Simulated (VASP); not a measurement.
```xyz
2
Lattice="1.3795 -2.3893 0.0000 1.3795 2.3893 0.0000 0.0000 0.0000 4.4653" Properties=species:S:1:pos:R:3 pbc="T T T"
Re     1.3795     0.7964     1.1163
Re     1.3795    -0.7964     3.3490
```

Calculation: TPSS meta-GGA, VASP's PBE PAW potentials (set 64) (plane waves; VASP). Settings: 520 eV cut-off, 17×17×9 Γ-centred mesh, tetrahedra with Blöchl corrections, potentials Re.

Unless said otherwise, spin-orbit coupling is left out, though it shifts the bands of the heavy elements here.

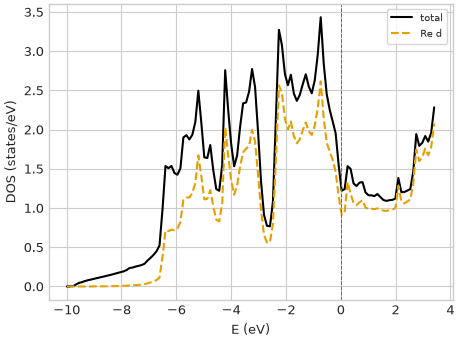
Fig. 1. Total and projected density of states, zero at the Fermi level

Within 2 eV below the Fermi level the largest weight inside VASP's projection spheres is Re d.

It has no gap at this level: it comes out as a metal or semimetal.

The compound is Re in the hcp structure. It was relaxed first.
